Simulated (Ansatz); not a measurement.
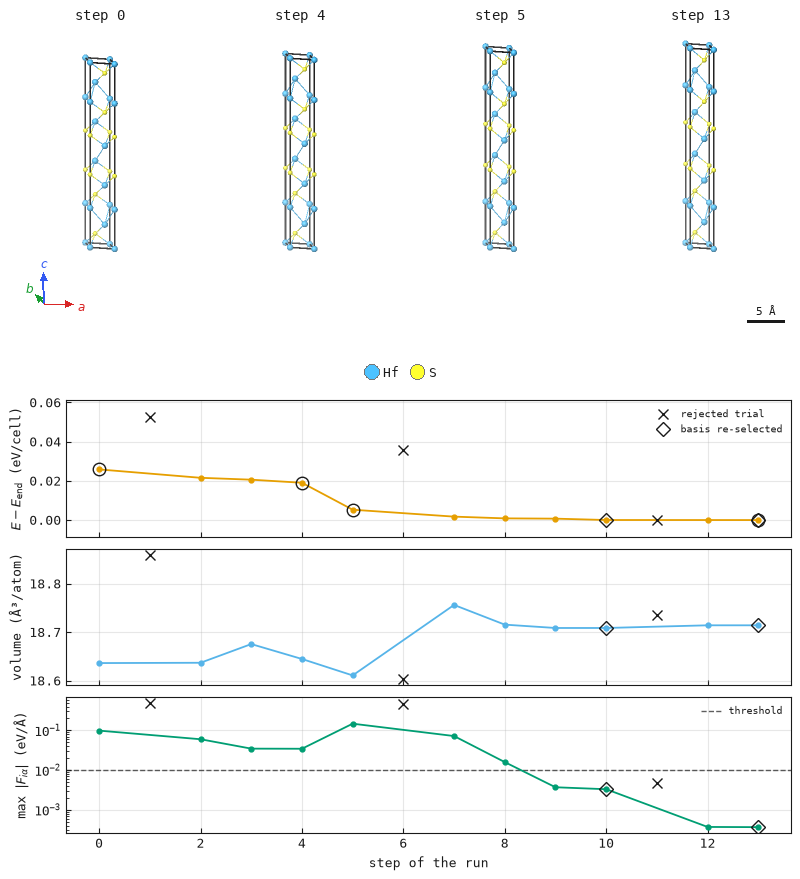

Frames of a relaxation of solid Hf3S2 (built on the tetradymite_166 type), marked on the history of the run. A ball-and-stick model of the conventional cell (3 times the calculation's cell), seen slightly off an axis. Lengths and directions refer to the drawn axes.

Case: anti-tetradymite type (R-3m, No. 166).

All numbers below come from Ansatz 0.2.0, DFT PBE, scalar-relativistic, plane waves, PAW. Settings: plane-wave cutoff 420 eV; k-point mesh 12 × 12 × 12; occupations gaussian; smearing width 0.1 eV; no spin polarisation; cell and atoms relaxed; force threshold 0.01 eV/Å; at most 80 steps.

Describe the path.

The largest moves relative to the cell, 0.11 Å, are those of Hf atoms. Largest moves by element: Hf 0.11 Å, S 0.05 Å. Cell: a = b 3.545 → 3.423 Å (−3.4 %), c 25.682 → 27.664 Å (+7.7 %). Volume +0.4 %. Some distances before and after: Hf–Hf 3.545 → 3.423 Å, Hf–Hf 3.142 → 3.068 Å, Hf–S 2.556 → 2.614 Å, Hf–S 2.572 → 2.624 Å. Bond angles that change, for instance: S–Hf–S 87.8° → 81.8°, Hf–S–Hf 87.8° → 81.8°, Hf–S–Hf 92.5° → 98.4°. The space group stays R-3m (No. 166). Over 8 accepted moves (13 points after the start) the energy falls by 25.8 meV per cell of the calculation. Largest force component: 0.099 eV/Å at the start, 0.00036 eV/Å at the end. Pressure: 0.26 GPa at the start and 0.00 GPa at the end. The line search rejected the trial steps at points 1, 6, 11 of the run. At 2 points the geometry stayed and the basis and grid were re-selected for the new cell (energy shift of 0.7 meV per cell of the calculation at most each time). From step 0 to 4: Hf atoms move most (0.03 Å), energy −6.8 meV per cell of the calculation. From step 4 to 5: Hf atoms move most (0.07 Å), volume −0.2 %, energy −13.8 meV per cell of the calculation. From step 5 to 13: S atoms move most (0.02 Å), volume +0.6 %, energy −5.3 meV per cell of the calculation.

```tsv
step	E − E(0), meV/atom	largest force component, eV/Å	pressure, GPa	volume, Å³/atom	note
0	0.00	0.0988	0.26	18.636	
1	5.36	0.4815	-1.29	18.859	rejected
2	-0.86	0.0599	0.18	18.637	
3	-1.05	0.0347	-0.09	18.675	
4	-1.36	0.0345	0.21	18.645	
5	-4.11	0.1479	0.72	18.611	
6	1.95	0.4642	1.18	18.604	rejected
7	-4.82	0.0721	-0.36	18.756	
8	-5.00	0.0159	-0.05	18.716	
9	-5.03	0.0037	0.03	18.709	
10	-5.16	0.0033	0.03	18.709	same geometry, new basis
11	-5.15	0.0047	-0.15	18.736	rejected
12	-5.17	0.0004	0.00	18.714	
13	-5.17	0.0004	0.00	18.714	same geometry, new basis
```
